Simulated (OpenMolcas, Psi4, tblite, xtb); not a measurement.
A ladder of methods for GaF (SMILES [F][Ga])

The species is GaF (2 atoms), meant as a singlet with charge 0. As SMILES, `[F][Ga]`. The coordinates come from a PBE0-D4/def2-TZVP relaxation.

```xyz
2

F     0.0000    0.0000    0.0063
Ga    0.0000    0.0000    1.7929
```

Each level gives the energy change with the F1–Ga2 bond stretched from 1.787 to 3.930 Å (eV). The values are calculated.

| level | kind | program | value (eV) |
| --- | --- | --- | --- |
| GFN-FF | force field | xtb | 3.76 |
| GFN0-xTB | semi-empirical | xtb | -0.24 |
| GFN1-xTB | semi-empirical | xtb | 3.82 |
| IPEA1-xTB | semi-empirical | tblite | 4.13 |
| HF/STO-3G (restricted) | Hartree–Fock | Psi4 | 10.16 |
| HF/3-21G (restricted) | Hartree–Fock | Psi4 | 6.68 |
| HF/def2-TZVPPD (unrestricted) | Hartree–Fock | OpenMolcas | 4.75 |
| B3LYP/6-31G* (spherical functions) (restricted) | global hybrid | Psi4 | 5.14 |
| B3LYP/6-31G* (Cartesian functions) (restricted) | global hybrid | Psi4 | 5.13 |
| HSE06/def2-TZVPPD (restricted) | range-separated hybrid | Psi4 | 4.50 |

Spin-restricted single references rise too steeply as a bond breaks, Hartree–Fock most of all. All-electron rows without a relativistic Hamiltonian named are non-relativistic. The first shape isn't each level's own minimum. The values span -0.24 to 10.16 eV. Without the sets that lack polarisation functions the rows with a basis span only 4.50 to 5.14 eV.

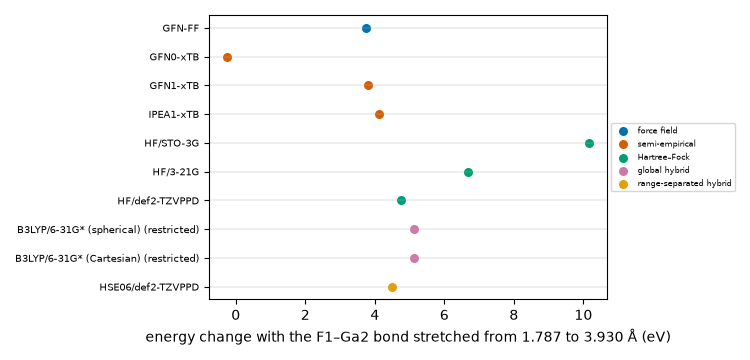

The values of the table, level by level.
